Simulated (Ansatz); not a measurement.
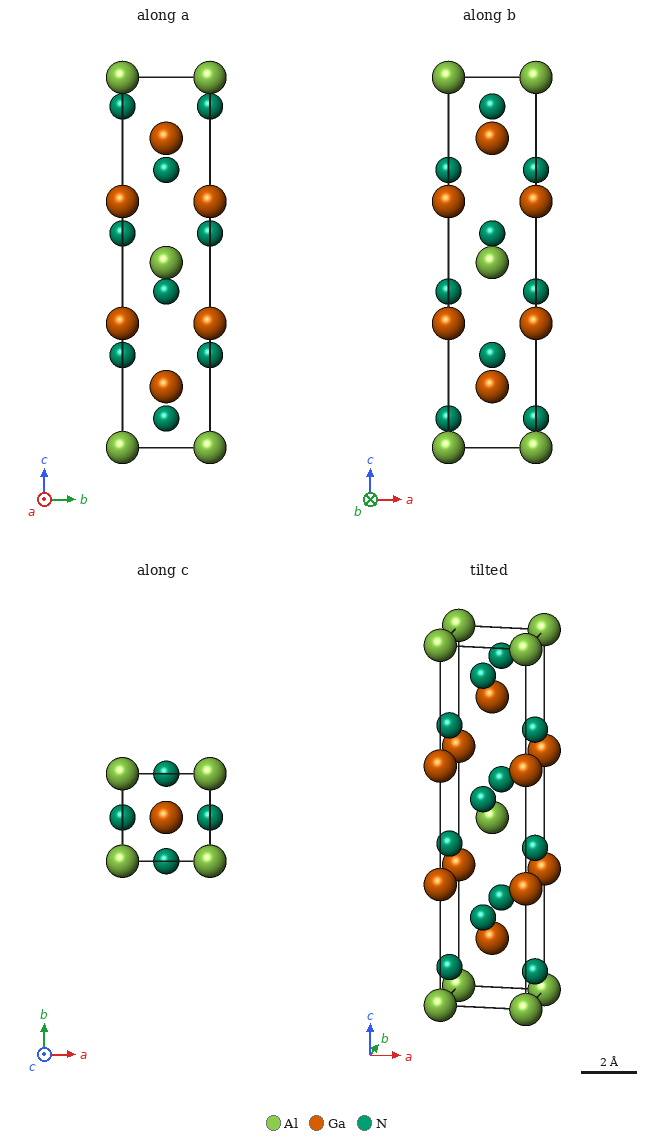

We look at a spheres-only model of the crystal along the a axis, along the b axis, along the c axis and slightly off an axis. Thin lines show the conventional unit cell, with boundary atoms drawn in all their periodic places.

Lattice parameters: a = 3.185 Å, b = 3.185 Å, c = 13.472 Å, α = 90.00°, β = 90.00°, γ = 90.00°. Put a along x and b in the xy plane.

### Write down what is shown as a POSCAR file, with free fractional coordinates to two decimals.

```
Al Ga N
1.0
     3.185    0.000    0.000
     0.000    3.185    0.000
     0.000    0.000   13.472
Al Ga N
2 4 6
Direct
  0.00 0.00 0.00
  0.50 0.50 0.50
  0.00 0.00 0.34
  0.50 0.50 0.16
  0.50 0.50 0.84
  0.00 0.00 0.66
  0.00 0.50 0.42
  0.00 0.50 0.08
  0.50 0.00 0.25
  0.50 0.00 0.92
  0.50 0.00 0.58
  0.00 0.50 0.75
```

Origin of the cell: a structure type filled with these elements by a generator (whether the compound takes this form wasn't checked). Earlier steps of the study, as a rule a relaxation of our own, may have changed the cell and positions, so they can lie some per cent off the listed ones. It went into a calculation with Ansatz.
